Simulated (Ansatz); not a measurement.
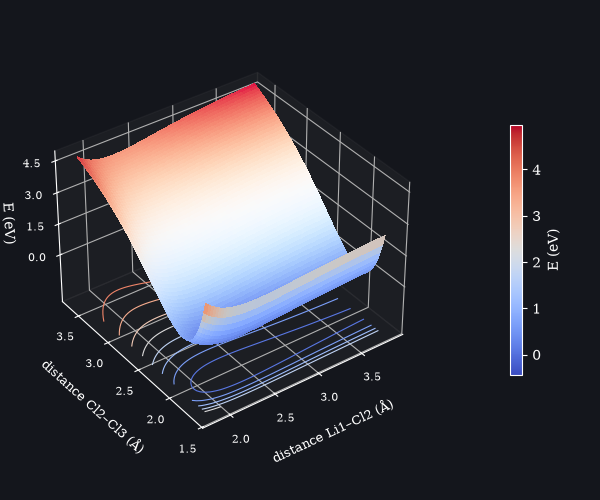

Energy landscape of the system Li⁺ + Cl₂. Coordinates scanned: (1) distance Li1–Cl2; (2) distance Cl2–Cl3. Nothing is relaxed (the angle Li1–Cl2–Cl3 is fixed at 120 degrees). The scan uses a 17 × 17 grid. Points are written as (first, second). Energies are in eV, from Li with charge +1 far from the relaxed ClCl (each part in its own basis). The reference is spin-restricted, so regions where a bond is pulled apart into radicals lie too high. Level of theory: Ansatz, RHF/def2-TZVPD.

Drawn: a relief with its contours projected below, any walls above the top of the colour scale cut off. Between grid points the surface is interpolated. 

Q: Describe this landscape.

A: The lowest grid point is at (2.399 Å, 1.962 Å), −0.44 eV from Li with charge +1 far from the relaxed ClCl (each part in its own basis). No other kind of well shows on this grid. The highest grid point, (3.840 Å, 3.632 Å), lies 5.40 eV above the lowest.

Grid values (eV):

```tsv
distance Cl2–Cl3 ↓, distance Li1–Cl2 →	1.840	1.974	2.170	2.399	2.652	2.926	3.216	3.521	3.840
3.632	4.77	4.41	4.22	4.26	4.41	4.59	4.75	4.87	4.96
3.313	4.25	3.87	3.66	3.68	3.81	3.97	4.11	4.22	4.30
3.008	3.55	3.15	2.92	2.91	3.02	3.15	3.28	3.38	3.45
2.718	2.65	2.24	1.99	1.96	2.04	2.16	2.26	2.35	2.41
2.444	1.64	1.21	0.94	0.89	0.95	1.05	1.15	1.22	1.28
2.191	0.75	0.30	0.02	−0.05	0.00	0.09	0.17	0.24	0.29
1.962	0.39	−0.07	−0.36	−0.44	−0.40	−0.32	−0.24	−0.17	−0.12
1.766	1.14	0.68	0.38	0.30	0.34	0.42	0.50	0.57	0.62
1.632	2.92	2.46	2.15	2.07	2.10	2.18	2.27	2.34	2.39
```

The table holds every second grid line.

Each point was launched as `ansatz run input.yaml --threads 1 --pin off --max-ram 2560MiB --backend cpu --events-out ev --progress --plain --runs-dir out`. Time for the 289 points that were run: 18 min on 1 thread of Arm Neoverse N1, with other jobs on the host.
